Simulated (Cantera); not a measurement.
Input: 1 mol Cu2O, 0.8 mol CO, 0.11 mol H2, 0.85 mol CH4, held at 0.00650 bar.

These are equilibrium values from Cantera (NASA tables, ideal gas, pure condensed phases), not measurements of a reactor. Candidate condensed phases: C, C6H6, C7H8, C8H18, Cu, CuO, Cu(OH)2, Cu2O, H2O; 113 gas species. The numbers say what is thermodynamically allowed, not how fast it happens.

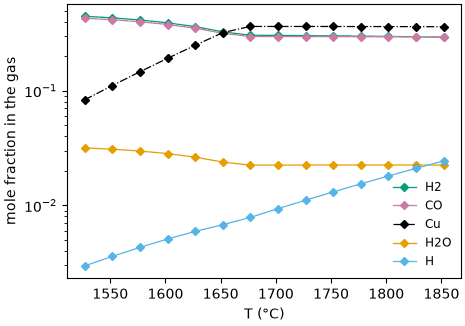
Fig. 1. Equilibrium gas composition (values under 1e-9 drawn at 1e-9)

From 1527 °C to 1652 °C the condensed part is Cu(l). From 1677 °C to 1852 °C nothing is condensed. The main Cu-bearing gas is Cu throughout.
